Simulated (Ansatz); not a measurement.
System: Ga4As3N.

The calculation's input:

```
crystal:
  lattice:
    - [6.2273462451, 0.0, -0.0206285508]
    - [0.0, 3.7990541676, 0.0]
    - [-0.0219530071, 0.0, 6.591782276]
  atoms:
    - { symbol: "N", position: [-0.0032378773, 0.0, 0.3351724038] }
    - { symbol: As, position: [0.0053008406, 0.5, 0.8349782987] }
    - { symbol: As, position: [0.4935256338, 0.5, 0.1831748535] }
    - { symbol: As, position: [0.5073883514, 0.0, 0.6504870027] }
    - { symbol: Ga, position: [0.3144850468, 0.0, 0.3330629769] }
    - { symbol: Ga, position: [0.3929664987, 0.5, 0.8351851422] }
    - { symbol: Ga, position: [0.8933610092, 0.5, 0.2052764023] }
    - { symbol: Ga, position: [0.8962104967, 0.0, 0.6226629199] }
kpoints:
  mp_grid: { grid: [4, 6, 4] }
  band_path:
    path:
      - [0.0, 0.0, 0.0]
      - [-4.930359710891e-36, 0.5, -6.282993870158e-18]
      - [3.265818365594e-19, 0.5, 0.5]
      - [3.265818365594e-19, 2.670494095805e-35, 0.5]
      - [0.0, 0.0, 0.0]
      - [-0.5, 1.157417471444e-20, 0.5]
      - [-0.5, 0.5, 0.5]
      - [-4.930359710891e-36, 0.5, -6.282993870158e-18]
      - [-0.5, 0.5, 4.571360387625e-17]
      - [-0.5, 1.157417471444e-20, 5.193545877693e-17]
      - [0.0, 0.0, 0.0]
    npoints: 10
hamiltonian:
  xc: pbe
scf:
  occupations: { method: fermi_dirac, width: 0.02 }
  n_extra_bands: 6
output:
  forces: true
  stress: true
  eigenvalues: true
  write_density: true
  write_potential: true
  elf: true
  volumetric_format: npy
```

Launched as:

```sh
ansatz run input.yaml --threads 2 --pin off --max-ram 29491MiB --backend cpu --events-out ev --progress --plain --runs-dir out
```

Below, planes, directions and counts refer to the conventional cell (a = 6.23 Å, b = 3.80 Å, c = 6.59 Å, α = 90.00°, β = 90.38°, γ = 90.00°).

Space group Pm; started from the ordered alloy on wurtzite lattice prototype, which need not be the ambient phase; computed pressure about 3 GPa in this cell.

These are results of DFT, PBE, plane waves, PAW in Ansatz 0.2.0, not measurements.

Q: What can the converged valence pseudo-density and electron localisation function tell about the bonding?

A: Ga–N (1.98 Å): ρ is about 0.72 e/Å³ halfway; the ELF peaks at about 0.85 in the valence shell of N, 0.7 Å from its nucleus, and is about 0.50 at the midpoint.
Ga–As (2.41 Å): ρ is about 0.53 e/Å³ halfway, with its minimum of 0.47 e/Å³ about 1.1 Å from Ga; the ELF peaks at about 0.80 between the atoms (a covalent bond).

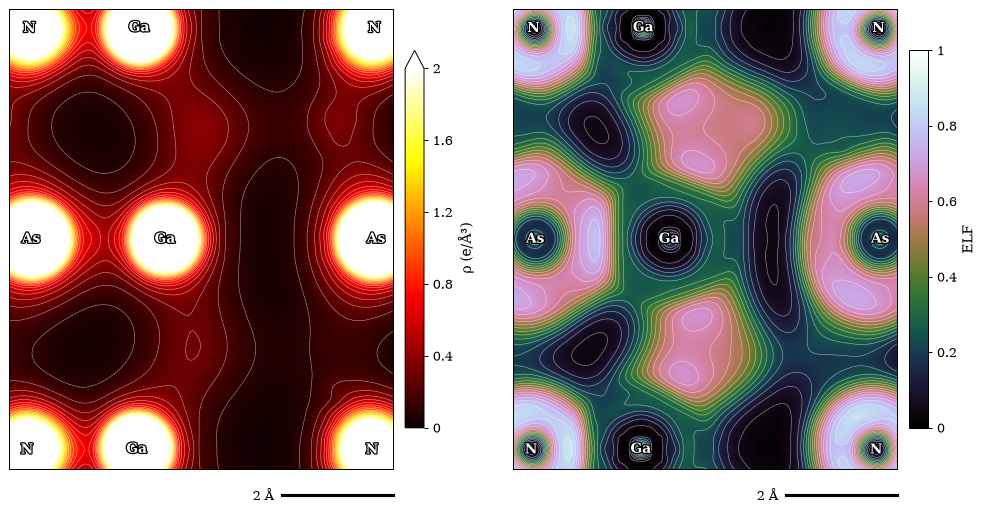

Computed valence pseudo-density and electron localisation function on the (011) plane of the conventional cell, in this order. Atoms just off the plane (Ga, 0.9 Å away) can leave unmarked features too.
